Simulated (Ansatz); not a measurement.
# BH2 (SMILES [BH2]): FCI/3-21G

What is the vertical ionisation energy of BH2 at FCI/3-21G? 

The results are computed with Ansatz 0.2.0.

## Step 1: The molecule

BH2: 3 atoms, total charge 0, spin state doublet. As SMILES, `[BH2]`. Geometry: a GFN2-xTB relaxation, a rough one for these elements and not checked as a minimum.

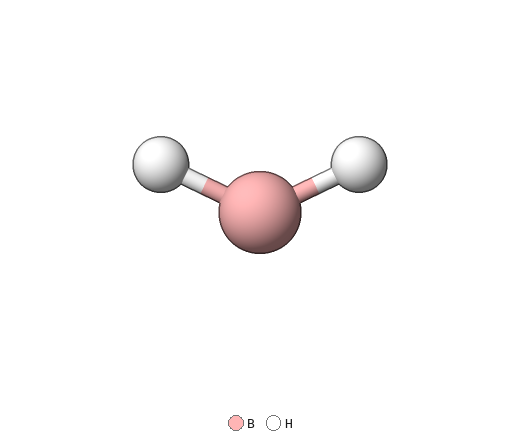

Viewed from a chosen angle; boron pink, hydrogen white.

## Step 2: A single-point energy at FCI/3-21G

in.yaml

```yaml
crystal:
  periodic: [false, false, false]
  atoms:
    - {symbol: B, position_ang: [0.262840, -0.166230, 0.128640]}
    - {symbol: H, position_ang: [0.280020, 0.985320, 0.260980]}
    - {symbol: H, position_ang: [-0.542860, -0.819090, -0.389630]}
basis:
  gaussian: {orbitals: 3-21G.json}
magnetization: {spin_polarized: true, initial_magnetization: 1}
correlation: {method: fci, frozen_orbitals: {B: 1, H: 0}}
accuracy: high
```

The basis set 3-21G is read from a file made from the Basis Set Exchange's data (not shown).

Launch:

```sh
$ ansatz run in.yaml --threads 1 --pin off --max-ram 2610MiB --events-out events.jsonl --progress --plain --runs-dir runs
```

Standard output:

```text
Warning: RAYON_NUM_THREADS=1 ignored (pool sized by the plan → 1); use --threads N
Functional definition: HF
  name "HF"
  exchange = exact_x
  correlation = 0
250 factors; integrals over basis functions are off by at most 1.0e-8 eV
mean field evaluation 1: about -696.1100 eV, gradient 6.5e0 eV
mean field evaluation 2: about -696.1048 eV, gradient 6.5e0 eV
mean field evaluation 4: about -696.6466 eV, gradient 6.6e-1 eV
mean field evaluation 8: about -696.6554 eV, gradient 1.1e-3 eV
mean field evaluation 16: about -695.9637 eV, gradient 2.2e0 eV
mean field -696.65541175 eV, -25.6016141717 hartree, gradient 1.8e-8 eV, S^2 0.751873; 2 other end points of the search recorded, 0 dependent functions left out
1 core orbitals not correlated: weight in the atoms' cores, before any rotation towards them, 1.000 or more for the frozen orbitals, at most 0.000 for the correlated occupied ones
reference -696.64262784 eV, -25.6011443719 hartree; 3, 2 occupied and 9, 10 virtual orbitals, 250 factors
state -698.08573504 eV, -25.6541775833 hartree
Total energy: -698.08573504 eV, -25.6541775833 hartree
```

Run time: 0.3 s. Hardware: 1 thread of Arm Neoverse V1, shared host.

## Step 3: The singlet cation, same level

in.yaml

```yaml
crystal:
  periodic: [false, false, false]
  atoms:
    - {symbol: B, position_ang: [0.262840, -0.166230, 0.128640]}
    - {symbol: H, position_ang: [0.280020, 0.985320, 0.260980]}
    - {symbol: H, position_ang: [-0.542860, -0.819090, -0.389630]}
basis:
  gaussian:
    orbitals: 3-21G.json
total_charge: 1
correlation:
  method: fci
  frozen_orbitals: {B: 1, H: 0}
accuracy: high
```

The basis set 3-21G is read from a file made from the Basis Set Exchange's data (not shown).

Launch:

```sh
$ ansatz run in.yaml --threads 1 --pin off --max-ram 2610MiB --events-out events.jsonl --progress --plain --runs-dir runs
```

Standard output:

```text
Warning: RAYON_NUM_THREADS=1 ignored (pool sized by the plan → 1); use --threads N
Functional definition: HF
  name "HF"
  exchange = exact_x
  correlation = 0
250 factors; integrals over basis functions are off by at most 1.0e-8 eV
mean field evaluation 1: about -687.6914 eV, gradient 8.0e0 eV
mean field evaluation 2: about -687.6798 eV, gradient 8.0e0 eV
mean field evaluation 4: about -687.9672 eV, gradient 3.3e-1 eV
mean field evaluation 8: about -687.9679 eV, gradient 9.0e-5 eV
mean field -687.96786960 eV, -25.2823528864 hartree, gradient 1.9e-8 eV, S^2 0.000000; 0 other end points of the search recorded, 0 dependent functions left out
1 core orbitals not correlated: weight in the atoms' cores, before any rotation towards them, 1.000 or more for the frozen orbitals, at most 0.000 for the correlated occupied ones
reference -687.96786960 eV, -25.2823528864 hartree; 2, 2 occupied and 10, 10 virtual orbitals, 250 factors
state -689.36783546 eV, -25.3338006828 hartree
Total energy: -689.36783546 eV, -25.3338006828 hartree
```

It took 0.32 s on 1 thread of Arm Neoverse V1, shared host.

## Step 4: Outcome

Level: FCI/3-21G, 1 core orbital frozen.

| quantity | value |
| --- | --- |
| doublet BH2: total energy | -25.65418 Eh |
| doublet BH2: correlation energy (1 core orbital frozen) | -53.0 mEh |
| singlet cation: total energy | -25.33380 Eh |
| singlet cation: correlation energy (1 core orbital frozen) | -51.4 mEh |
| vertical ionisation energy (to the singlet cation) | 8.718 eV |

**Reading.** Removing an electron at fixed nuclei costs 8.72 eV (841 kJ/mol).
